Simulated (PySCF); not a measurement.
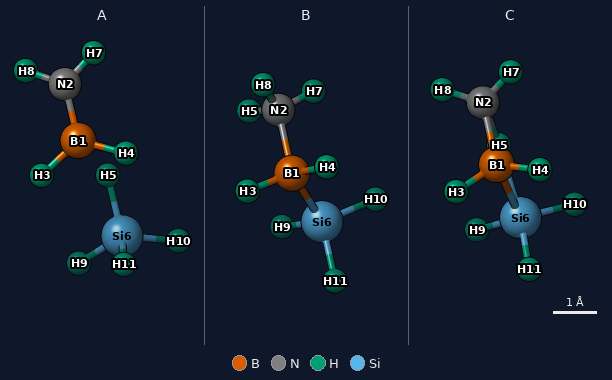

Three geometries of BSiNH8: a saddle point and the two relaxed ends that it joins, in shuffled order. Style: ball-and-stick. Shown from a free direction. Sticks join atoms that are closer than about 1.2 times the sum of their covalent radii (a little more with hydrogen).

Stationary points at PBE0-D4/def2-TZVP, single-point energies with CCSD(T)/CBS, PBE0-D4, BHLYP-D4 (def2-TZVPP where no basis is named; PySCF 2.14.0). The energies are electronic, without zero-point or thermal terms, and both ends are the relaxed geometries reached downhill from the saddle, with any fragments still in contact. CCSD(T)/CBS stands for a frozen-core estimate: MP2 correlation extrapolated from def2-TZVPP and def2-QZVPP, CCSD(T) minus MP2 from the smaller set.

Question: Which frame is the transition state, what reaction does it lead through, and what barrier is to be expected?

Answer: Frame C is the saddle point. Counted by bonded pieces, A holds BH₄N + SiH₄ and B holds SiBH₈N. From A over the saddle to B, bonds form: B1–Si6 (3.86 → 2.20 → 2.02 Å), N2–H5 (3.51 → 1.36 → 1.02 Å). A bond breaks: H5–Si6 (1.48 → 1.85 → 3.14 Å). The saddle has one imaginary mode, 1417i cm⁻¹. The end A keeps a soft imaginary mode of 45i cm⁻¹, so it isn't quite a minimum. With CCSD(T)/CBS the barrier is 2.09 eV from A and 1.82 eV from B, and B lies 0.26 eV above A.

```csv
level,barrier from A (eV),barrier from B (eV),B less A (eV)
CCSD(T)/CBS,2.09,1.82,0.26
PBE0-D4,1.78,1.70,0.08
BHLYP-D4,2.34,1.94,0.41
```

Against CCSD(T)/CBS, BHLYP-D4 comes closest on the barrier from A (+0.26 eV) and PBE0-D4 misses most (−0.31 eV).

Limits of the set-up: the start holds two separate molecules, 3.0 Å apart at their closest, whose relative position is a soft coordinate.
